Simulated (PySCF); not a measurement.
SnH₂SF: geometry relaxation (part 2 of 2)

Continued. System: SnH₂SF, multiplicity 2, SMILES [F][SnH][SH]. Method: HF/LANL08, UHF, core potentials lanl08 (PySCF 2.14.0). The geometry: force field.

Geometry of the input (Å):
```
F  -0.9691  -0.4789  1.7942
Sn -0.3156  -0.9244  0.0383
S  1.6907  0.3123  -0.3907
H  -1.4158  -0.5211  -1.1995
H  1.0598  1.5384  -0.2836
```

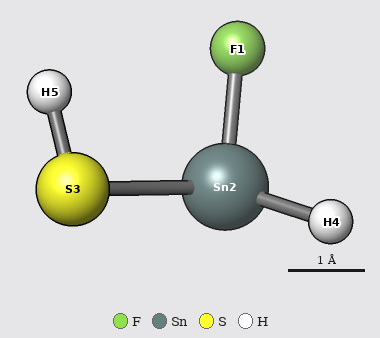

Figure 1. The geometry at step 9 of the log (ball-and-stick view, seen at a tilt; atoms are numbered from 1 in the order of the input).

**The program's output, continued**
```
----------------------------------------------
cycle 10: E = -113.800705603  dE = -9.4038e-05  norm(grad) = 0.00194608
Step    9 : Displace = 5.211e-02/7.764e-02 (rms/max) Trust = 3.000e-01 (=) Grad = 8.703e-04/1.144e-03 (rms/max) E (change) = -113.8007056025 (-9.404e-05) Quality = 1.456
Hessian Eigenvalues: 9.41125e-04 5.00000e-02 5.00000e-02 ... 1.94893e-01 2.12847e-01 2.66055e-01

Geometry optimization cycle 11
Cartesian coordinates (Angstrom)
 Atom        New coordinates             dX        dY        dZ
   F  -0.956106  -0.146718   1.533001   -0.027367 -0.013406  0.016499
  Sn  -0.321860  -0.931948  -0.035936   -0.004748  0.021235  0.007238
   S   1.403671   0.692420  -0.790484   -0.066281  0.070768 -0.038904
   H  -1.609021  -0.990881  -1.139957    0.006054 -0.037604 -0.004485
   H   1.533316   1.303426   0.392076    0.092342 -0.040993  0.019652
converged SCF energy = -113.80083294572  <S^2> = 0.75948684  2S+1 = 2.0094644
--------------- DFUHF_Scanner gradients ---------------
         x                y                z
0 F     0.0006641902     0.0003211565     0.0004916104
1 Sn    -0.0012122268    -0.0002177244    -0.0000145750
2 S     0.0012872958     0.0006039342    -0.0008343283
3 H    -0.0001391918    -0.0005579856    -0.0003360563
4 H    -0.0006000674    -0.0001493807     0.0006933492
----------------------------------------------
cycle 11: E = -113.800832946  dE = -0.000127343  norm(grad) = 0.00251552
Step   10 : Displace = 6.822e-02/1.026e-01 (rms/max) Trust = 3.000e-01 (=) Grad = 1.125e-03/1.649e-03 (rms/max) E (change) = -113.8008329457 (-1.273e-04) Quality = 1.600
Hessian Eigenvalues: 3.77336e-04 5.00000e-02 5.00000e-02 ... 1.87999e-01 2.25078e-01 2.95876e-01

Geometry optimization cycle 12
Cartesian coordinates (Angstrom)
 Atom        New coordinates             dX        dY        dZ
   F  -1.046181  -0.264236   1.610769   -0.090075 -0.117518  0.077768
  Sn  -0.330129  -0.862442  -0.005955   -0.008270  0.069505  0.029981
   S   1.129509   0.987100  -0.803550   -0.274163  0.294679 -0.013066
   H  -1.573392  -1.045902  -1.145622    0.035630 -0.055021 -0.005665
   H   1.870193   1.111781   0.303058    0.336877 -0.191646 -0.089018
converged SCF energy = -113.801081860626  <S^2> = 0.75845022  2S+1 = 2.0084324
--------------- DFUHF_Scanner gradients ---------------
         x                y                z
0 F     0.0012402864     0.0010891617     0.0018259554
1 Sn    -0.0020821910    -0.0014693997     0.0003830998
2 S     0.0007256354     0.0023204905    -0.0015597754
3 H    -0.0001024753    -0.0012186129    -0.0019235007
4 H     0.0002187446    -0.0007216397     0.0012742208
----------------------------------------------
cycle 12: E = -113.801081861  dE = -0.000248915  norm(grad) = 0.00533215
Step   11 : Displace = 2.510e-01/3.770e-01 (rms/max) Trust = 3.000e-01 (=) Grad = 2.385e-03/2.889e-03 (rms/max) E (change) = -113.8010818606 (-2.489e-04) Quality = 1.229
Hessian Eigenvalues: 5.63902e-04 4.91115e-02 5.00000e-02 ... 1.96064e-01 2.24679e-01 2.94947e-01

Geometry optimization cycle 13
Cartesian coordinates (Angstrom)
 Atom        New coordinates             dX        dY        dZ
   F  -1.083092  -0.303967   1.625392   -0.036911 -0.039732  0.014623
  Sn  -0.329020  -0.855675   0.012628    0.001109  0.006767  0.018583
   S   1.127436   0.976549  -0.813250   -0.002072 -0.010550 -0.009700
   H  -1.559493  -1.038246  -1.134502    0.013899  0.007657  0.011120
   H   1.894168   1.147639   0.268432    0.023975  0.035859 -0.034626
converged SCF energy = -113.801251251993  <S^2> = 0.75821972  2S+1 = 2.0082029
--------------- DFUHF_Scanner gradients ---------------
         x                y                z
0 F     0.0010602696    -0.0004841382     0.0008500251
1 Sn    -0.0026814528     0.0011341525     0.0003697022
2 S     0.0005549700     0.0002396582    -0.0009128012
3 H     0.0005417711    -0.0011052368    -0.0009894541
4 H     0.0005244421     0.0002155643     0.0006825280
----------------------------------------------
cycle 13: E = -113.801251252  dE = -0.000169391  norm(grad) = 0.00389543
Step   12 : Displace = 3.655e-02/5.762e-02 (rms/max) Trust = 3.000e-01 (=) Grad = 1.742e-03/2.935e-03 (rms/max) E (change) = -113.8012512520 (-1.694e-04) Quality = 1.039
Hessian Eigenvalues: 5.65692e-04 5.00000e-02 5.00000e-02 ... 2.01268e-01 2.23491e-01 2.73574e-01

Geometry optimization cycle 14
Cartesian coordinates (Angstrom)
 Atom        New coordinates             dX        dY        dZ
   F  -1.084233  -0.286216   1.603894   -0.001142  0.017751 -0.021498
  Sn  -0.314329  -0.870710   0.009399    0.014692 -0.015034 -0.003230
   S   1.149542   0.946821  -0.821221    0.022106 -0.029728 -0.007971
   H  -1.564725  -1.031741  -1.119044   -0.005232  0.006505  0.015458
   H   1.863745   1.168145   0.285673   -0.030424  0.020506  0.017241
converged SCF energy = -113.801335014344  <S^2> = 0.75852046  2S+1 = 2.0085024
--------------- DFUHF_Scanner gradients ---------------
         x                y                z
0 F    -0.0000361000    -0.0000671041     0.0002608497
1 Sn     0.0001581557     0.0003798947    -0.0003109501
2 S     0.0000423636    -0.0002849729    -0.0001819298
3 H    -0.0001586422    -0.0001444862    -0.0000135960
4 H    -0.0000057771     0.0001166685     0.0002456263
----------------------------------------------
cycle 14: E = -113.801335014  dE = -8.37624e-05  norm(grad) = 0.000759065
Step   13 : Displace = 2.762e-02/3.592e-02 (rms/max) Trust = 3.000e-01 (=) Grad = 3.395e-04/5.158e-04 (rms/max) E (change) = -113.8013350143 (-8.376e-05) Quality = 0.919
Hessian Eigenvalues: 7.31392e-04 5.00000e-02 5.00000e-02 ... 1.99898e-01 2.18945e-01 2.63342e-01

Geometry optimization cycle 15
Cartesian coordinates (Angstrom)
 Atom        New coordinates             dX        dY        dZ
   F  -1.127786  -0.377344   1.641095   -0.043553 -0.091128  0.037201
  Sn  -0.309540  -0.845032   0.032415    0.004788  0.025678  0.023016
   S   1.038171   1.068461  -0.768450   -0.111372  0.121639  0.052772
   H  -1.543912  -1.008933  -1.110014    0.020813  0.022808  0.009031
   H   1.993067   1.089147   0.163653    0.129323 -0.078998 -0.122020
converged SCF energy = -113.801288896752  <S^2> = 0.75785826  2S+1 = 2.0078429
--------------- DFUHF_Scanner gradients ---------------
         x                y                z
0 F    -0.0003756386     0.0000973406     0.0002016586
1 Sn     0.0006789493    -0.0001145549     0.0001105927
2 S    -0.0005037930    -0.0002037813     0.0002036130
3 H     0.0001857566     0.0003665073    -0.0001887304
4 H     0.0000147256    -0.0001455116    -0.0003271339
----------------------------------------------
cycle 15: E = -113.801288897  dE = 4.61176e-05  norm(grad) = 0.0011607
Step   14 : Displace = 1.140e-01/1.695e-01 (rms/max) Trust = 3.000e-01 (=) Grad = 5.191e-04/6.974e-04 (rms/max) E (change) = -113.8012888968 (+4.612e-05) Quality = -0.755
Hessian Eigenvalues: 2.10343e-03 5.00000e-02 5.00000e-02 ... 2.01867e-01 2.18403e-01 2.63394e-01

Geometry optimization cycle 16
Cartesian coordinates (Angstrom)
 Atom        New coordinates             dX        dY        dZ
   F  -1.104046  -0.326591   1.619567    0.023740  0.050752 -0.021528
  Sn  -0.312998  -0.857264   0.017543   -0.003458 -0.012232 -0.014872
   S   1.092144   1.012229  -0.797828    0.053973 -0.056232 -0.029378
   H  -1.557823  -1.026980  -1.113902   -0.013911 -0.018047 -0.003889
   H   1.932722   1.124906   0.233320   -0.060345  0.035759  0.069666
converged SCF energy = -113.801360029517  <S^2> = 0.75821375  2S+1 = 2.008197
--------------- DFUHF_Scanner gradients ---------------
         x                y                z
0 F     0.0000151997     0.0000479820    -0.0000615610
1 Sn     0.0000070882    -0.0000266050    -0.0000295144
2 S    -0.0000230419     0.0000375412     0.0001170767
3 H    -0.0000231975    -0.0000383920     0.0000229685
4 H     0.0000239516    -0.0000205262    -0.0000489697
----------------------------------------------
cycle 16: E = -113.80136003  dE = -7.11328e-05  norm(grad) = 0.000171849
Step   15 : Displace = 5.771e-02/8.514e-02 (rms/max) Trust = 5.699e-02 (-) Grad = 7.685e-05/1.251e-04 (rms/max) E (change) = -113.8013600295 (-7.113e-05) Quality = 0.854
Hessian Eigenvalues: 2.37778e-03 5.00000e-02 5.00000e-02 ... 2.01125e-01 2.18102e-01 2.62790e-01

Geometry optimization cycle 17
Cartesian coordinates (Angstrom)
 Atom        New coordinates             dX        dY        dZ
   F  -1.102478  -0.321238   1.618299    0.001567  0.005354 -0.001269
  Sn  -0.313103  -0.859549   0.017849   -0.000105 -0.002285  0.000306
   S   1.100892   1.000942  -0.803609    0.008749 -0.011287 -0.005782
   H  -1.556970  -1.026756  -1.115116    0.000853  0.000224 -0.001214
   H   1.921659   1.132901   0.241278   -0.011064  0.007995  0.007958
converged SCF energy = -113.801361731157  <S^2> = 0.75825794  2S+1 = 2.008241
--------------- DFUHF_Scanner gradients ---------------
         x                y                z
0 F    -0.0000106829    -0.0000127377     0.0000075816
1 Sn     0.0000035374     0.0000058574     0.0000265542
2 S    -0.0000066495     0.0000219838    -0.0000613760
3 H     0.0000108807     0.0000062340    -0.0000025201
4 H     0.0000029142    -0.0000213376     0.0000297603
----------------------------------------------
cycle 17: E = -113.801361731  dE = -1.70164e-06  norm(grad) = 8.30264e-05
Step   16 : Displace = 9.075e-03/1.345e-02 (rms/max) Trust = 8.059e-02 (+) Grad = 3.713e-05/6.553e-05 (rms/max) E (change) = -113.8013617312 (-1.702e-06) Quality = 1.011
Hessian Eigenvalues: 2.07309e-03 5.00000e-02 5.00000e-02 ... 2.01249e-01 2.21081e-01 2.65636e-01

Geometry optimization cycle 18
Cartesian coordinates (Angstrom)
 Atom        New coordinates             dX        dY        dZ
   F  -1.101953  -0.320354   1.617823    0.000525  0.000884 -0.000476
  Sn  -0.313158  -0.859930   0.017495   -0.000055 -0.000381 -0.000354
   S   1.101899   0.999756  -0.803821    0.001007 -0.001186 -0.000212
   H  -1.557414  -1.027071  -1.115136   -0.000444 -0.000316 -0.000020
   H   1.920626   1.133899   0.242339   -0.001032  0.000998  0.001061
converged SCF energy = -113.801361785897  <S^2> = 0.7582675  2S+1 = 2.0082505
--------------- DFUHF_Scanner gradients ---------------
         x                y                z
0 F    -0.0000090052    -0.0000047578     0.0000088190
1 Sn     0.0000102577     0.0000109346    -0.0000042845
2 S     0.0000060182     0.0000017928    -0.0000078260
3 H    -0.0000059587    -0.0000047300     0.0000005473
4 H    -0.0000013121    -0.0000032397     0.0000027441
----------------------------------------------
cycle 18: E = -113.801361786  dE = -5.47399e-08  norm(grad) = 2.45612e-05
Step   17 : Displace = 1.117e-03/1.548e-03 (rms/max) Trust = 1.140e-01 (+) Grad = 1.098e-05/1.559e-05 (rms/max) E (change) = -113.8013617859 (-5.474e-08) Quality = 1.127
Hessian Eigenvalues: 2.07309e-03 5.00000e-02 5.00000e-02 ... 2.01249e-01 2.21081e-01 2.65636e-01
Converged! =D

converged: True
F          -1.10195324       -0.32035355        1.61782262
Sn         -0.31315768       -0.85993009        0.01749512
S           1.10189926        0.99975572       -0.80382089
H          -1.55741446       -1.02707129       -1.11513566
H           1.92062612        1.13389922        0.24233880

WARN: HOMO -0.191301345535692 >= LUMO -0.191301345535692

converged SCF energy = -113.801361785887  <S^2> = 0.75826751  2S+1 = 2.0082505
Final energy -113.80136178588688
```

**Trajectory as extended XYZ (Å, eV, eV/Å), 18 frames, from step=0 to step=17**
```
5
Properties=species:S:1:pos:R:3:forces:R:3 step=0 energy=-3096.46085
F    -0.9691   -0.4789    1.7942    0.3187  -0.0948  -1.3281
Sn   -0.3156   -0.9244    0.0383   -1.0134  -0.6920   0.9699
S     1.6907    0.3123   -0.3907    0.0379   1.6377   0.0954
H    -1.4158   -0.5211   -1.1995   -0.0989   0.0676   0.4032
H     1.0598    1.5384   -0.2836    0.7556  -0.9185  -0.1405
5
Properties=species:S:1:pos:R:3:forces:R:3 step=1 energy=-3096.63040
F    -0.9984   -0.4704    1.6768   -0.1135   0.0473   0.2499
Sn   -0.3241   -1.0026    0.0380    0.2931   0.1271  -0.2401
S     1.7074    0.3718   -0.3771    0.0722  -0.2462   0.0280
H    -1.4806   -0.5474   -1.0972   -0.1760  -0.0722  -0.0667
H     1.1457    1.5750   -0.2819   -0.0759   0.1441   0.0289
5
Properties=species:S:1:pos:R:3:forces:R:3 step=2 energy=-3096.64088
F    -1.0012   -0.4713    1.6819   -0.0161   0.0297  -0.0088
Sn   -0.3225   -0.9794    0.0249    0.0765   0.0157  -0.0833
S     1.7225    0.3755   -0.3767   -0.0693  -0.0714   0.0179
H    -1.5223   -0.5864   -1.1067    0.0012  -0.0168   0.0579
H     1.1733    1.5880   -0.2647    0.0077   0.0429   0.0163
5
Properties=species:S:1:pos:R:3:forces:R:3 step=3 energy=-3096.64289
F    -0.9994   -0.4593    1.6698    0.0089   0.0116  -0.0244
Sn   -0.3184   -0.9792    0.0155    0.0125  -0.0063   0.0108
S     1.7198    0.3749   -0.3822   -0.0394   0.0210  -0.0031
H    -1.5347   -0.6027   -1.0996   -0.0049  -0.0047   0.0020
H     1.1826    1.5926   -0.2447    0.0228  -0.0216   0.0147
5
Properties=species:S:1:pos:R:3:forces:R:3 step=4 energy=-3096.64414
F    -0.9937   -0.4399    1.6557    0.0119   0.0064  -0.0041
Sn   -0.3156   -0.9800    0.0070   -0.0436  -0.0175   0.0292
S     1.7143    0.3765   -0.3951    0.0160   0.0265  -0.0291
H    -1.5488   -0.6248   -1.0972    0.0139  -0.0043  -0.0174
H     1.1938    1.5946   -0.2117    0.0018  -0.0112   0.0213
5
Properties=species:S:1:pos:R:3:forces:R:3 step=5 energy=-3096.64618
F    -0.9818   -0.4002    1.6331    0.0143  -0.0010   0.0079
Sn   -0.3142   -0.9819   -0.0059   -0.0801  -0.0250   0.0707
S     1.7019    0.3817   -0.4280    0.0664   0.0439  -0.0586
H    -1.5679   -0.6659   -1.0977    0.0159   0.0001  -0.0483
H     1.2120    1.5927   -0.1427   -0.0165  -0.0181   0.0283
5
Properties=species:S:1:pos:R:3:forces:R:3 step=6 energy=-3096.65046
F    -0.9426   -0.2485    1.5417    0.0154  -0.0168   0.0655
Sn   -0.3093   -0.9802   -0.0510   -0.1774  -0.0545   0.2017
S     1.6286    0.4449   -0.5672    0.2087   0.1044  -0.1805
H    -1.6336   -0.8293   -1.0942    0.0336   0.0163  -0.1356
H     1.3069    1.5394    0.1294   -0.0803  -0.0495   0.0489
5
Properties=species:S:1:pos:R:3:forces:R:3 step=7 energy=-3096.65585
F    -0.9427   -0.2548    1.5539    0.0131  -0.0153   0.0403
Sn   -0.3111   -0.9824   -0.0416   -0.1354  -0.0288   0.1533
S     1.6327    0.4395   -0.5668    0.1562   0.0710  -0.1404
H    -1.6187   -0.8116   -1.1034    0.0218   0.0032  -0.0999
H     1.2897    1.5356    0.1165   -0.0556  -0.0302   0.0466
5
Properties=species:S:1:pos:R:3:forces:R:3 step=8 energy=-3096.67240
F    -0.9200   -0.1413    1.5139   -0.0131  -0.0405   0.0157
Sn   -0.3125   -0.9692   -0.0438   -0.0233   0.0714   0.0332
S     1.5139    0.5695   -0.7157    0.0027  -0.0283  -0.0483
H    -1.6151   -0.9177   -1.1300    0.0140  -0.0241  -0.0230
H     1.3837    1.3850    0.3342    0.0198   0.0215   0.0224
5
Properties=species:S:1:pos:R:3:forces:R:3 step=9 energy=-3096.67496
F    -0.9287   -0.1333    1.5165   -0.0307  -0.0263   0.0080
Sn   -0.3171   -0.9532   -0.0432    0.0379   0.0406   0.0072
S     1.4700    0.6217   -0.7516   -0.0462  -0.0364   0.0018
H    -1.6151   -0.9533   -1.1355    0.0046   0.0029  -0.0084
H     1.4410    1.3444    0.3724    0.0344   0.0192  -0.0086
5
Properties=species:S:1:pos:R:3:forces:R:3 step=10 energy=-3096.67842
F    -0.9561   -0.1467    1.5330   -0.0342  -0.0165  -0.0253
Sn   -0.3219   -0.9319   -0.0359    0.0623   0.0112   0.0007
S     1.4037    0.6924   -0.7905   -0.0662  -0.0311   0.0429
H    -1.6090   -0.9909   -1.1400    0.0072   0.0287   0.0173
H     1.5333    1.3034    0.3921    0.0309   0.0077  -0.0357
5
Properties=species:S:1:pos:R:3:forces:R:3 step=11 energy=-3096.68519
F    -1.0462   -0.2642    1.6108   -0.0638  -0.0560  -0.0939
Sn   -0.3301   -0.8624   -0.0060    0.1071   0.0756  -0.0197
S     1.1295    0.9871   -0.8035   -0.0373  -0.1193   0.0802
H    -1.5734   -1.0459   -1.1456    0.0053   0.0627   0.0989
H     1.8702    1.1118    0.3031   -0.0112   0.0371  -0.0655
5
Properties=species:S:1:pos:R:3:forces:R:3 step=12 energy=-3096.68980
F    -1.0831   -0.3040    1.6254   -0.0545   0.0249  -0.0437
Sn   -0.3290   -0.8557    0.0126    0.1379  -0.0583  -0.0190
S     1.1274    0.9765   -0.8133   -0.0285  -0.0123   0.0469
H    -1.5595   -1.0382   -1.1345   -0.0279   0.0568   0.0509
H     1.8942    1.1476    0.2684   -0.0270  -0.0111  -0.0351
5
Properties=species:S:1:pos:R:3:forces:R:3 step=13 energy=-3096.69208
F    -1.0842   -0.2862    1.6039    0.0019   0.0035  -0.0134
Sn   -0.3143   -0.8707    0.0094   -0.0081  -0.0195   0.0160
S     1.1495    0.9468   -0.8212   -0.0022   0.0147   0.0094
H    -1.5647   -1.0317   -1.1190    0.0082   0.0074   0.0007
H     1.8637    1.1681    0.2857    0.0003  -0.0060  -0.0126
5
Properties=species:S:1:pos:R:3:forces:R:3 step=14 energy=-3096.69083
F    -1.1278   -0.3773    1.6411    0.0193  -0.0050  -0.0104
Sn   -0.3095   -0.8450    0.0324   -0.0349   0.0059  -0.0057
S     1.0382    1.0685   -0.7684    0.0259   0.0105  -0.0105
H    -1.5439   -1.0089   -1.1100   -0.0096  -0.0188   0.0097
H     1.9931    1.0891    0.1637   -0.0008   0.0075   0.0168
5
Properties=species:S:1:pos:R:3:forces:R:3 step=15 energy=-3096.69276
F    -1.1040   -0.3266    1.6196   -0.0008  -0.0025   0.0032
Sn   -0.3130   -0.8573    0.0175   -0.0004   0.0014   0.0015
S     1.0921    1.0122   -0.7978    0.0012  -0.0019  -0.0060
H    -1.5578   -1.0270   -1.1139    0.0012   0.0020  -0.0012
H     1.9327    1.1249    0.2333   -0.0012   0.0011   0.0025
5
Properties=species:S:1:pos:R:3:forces:R:3 step=16 energy=-3096.69281
F    -1.1025   -0.3212    1.6183    0.0005   0.0007  -0.0004
Sn   -0.3131   -0.8595    0.0178   -0.0002  -0.0003  -0.0014
S     1.1009    1.0009   -0.8036    0.0003  -0.0011   0.0032
H    -1.5570   -1.0268   -1.1151   -0.0006  -0.0003   0.0001
H     1.9217    1.1329    0.2413   -0.0001   0.0011  -0.0015
5
Properties=species:S:1:pos:R:3:forces:R:3 step=17 energy=-3096.69281
F    -1.1020   -0.3204    1.6178    0.0005   0.0002  -0.0005
Sn   -0.3132   -0.8599    0.0175   -0.0005  -0.0006   0.0002
S     1.1019    0.9998   -0.8038   -0.0003  -0.0001   0.0004
H    -1.5574   -1.0271   -1.1151    0.0003   0.0002   0.0000
H     1.9206    1.1339    0.2423    0.0001   0.0002  -0.0001
```

**Key numbers**

| quantity | value |
| --- | --- |
| outcome | converged |
| total energy | −113.801362 hartree |
| basis functions | 54 |
| ⟨S²⟩ | 0.758 |
| dipole moment | 3.37 D |
| hardware | 1 thread of Arm Neoverse V1, 24 GiB of memory available, shared host |
| wall time | 21 s |
| peak memory | 0.16 GiB |
